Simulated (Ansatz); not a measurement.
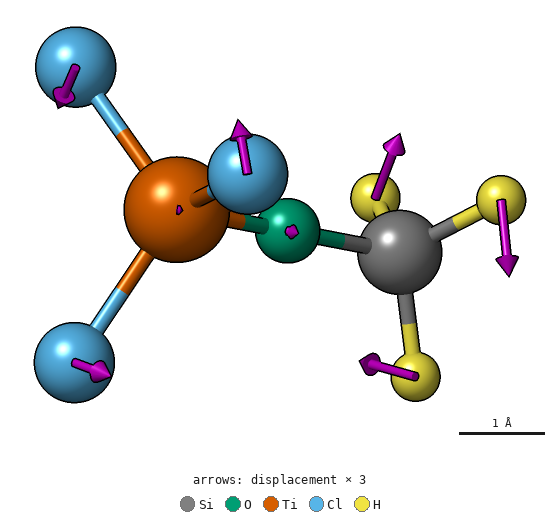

A relaxation of TiSiH$_{3}$OCl$_{3}$. The starting structure is drawn; purple arrows show the displacements, magnified 3 times. The two geometries are superimposed by the best rigid fit.

Style: ball-and-stick. Shown from a free direction.

The start comes from PBE-D4/def2-SVP.

The calculation used Ansatz, RKS PBE0-D4/def2-TZVP.

Input
```yaml
crystal:
  periodic: [false, false, false]
  atoms:
    - {symbol: Si, position_ang: [0.257650, -1.484470, 0.989371]}
    - {symbol: O, position_ang: [0.058612, -0.105242, 0.019856]}
    - {symbol: Ti, position_ang: [-0.209200, 1.347390, -0.918766]}
    - {symbol: Cl, position_ang: [-1.492468, 0.855110, -2.624940]}
    - {symbol: Cl, position_ang: [1.724980, 2.106178, -1.614599]}
    - {symbol: Cl, position_ang: [-1.189125, 2.831074, 0.361107]}
    - {symbol: H, position_ang: [1.600828, -2.079834, 0.687369]}
    - {symbol: H, position_ang: [-0.838128, -2.453422, 0.657007]}
    - {symbol: H, position_ang: [0.175352, -1.063084, 2.426694]}
basis:
  gaussian: {orbitals: def2-TZVP}
hamiltonian: {xc: pbe0, dispersion: d4}
relax: {f_tol: 0.005, max_steps: 150}
```

Launched with:
```bash
ansatz run in.yaml --threads 4 --pin off --events-out ev --progress --plain --max-ram 11315MiB
```

> Atoms of which element are displaced furthest, and by how much?

Hydrogen: up to 0.35 Å, against 0.24 Å for chlorine.

> Describe the change and its energy.

The largest move after the best rigid fit is that of H8, 0.35 Å. By element the largest moves are H 0.35 Å, Cl 0.24 Å, O 0.06 Å, Ti 0.03 Å, Si 0.02 Å. Among the contacts that change: Si1–O2 1.698 → 1.659 Å, Si1–H7 1.500 → 1.482 Å, Ti3–Cl4 2.191 → 2.180 Å, O2–Ti3 1.750 → 1.742 Å. Bond angles that change, for instance: Si1–O2–Ti3 177.0° → 179.7°. Over 20 accepted moves (23 points after the start) the energy falls by 3.57 kJ/mol. The largest force component goes from 0.52 to 0.0025 eV/Å. The line search rejected the trial steps at points 10, 12, 15 of the run.
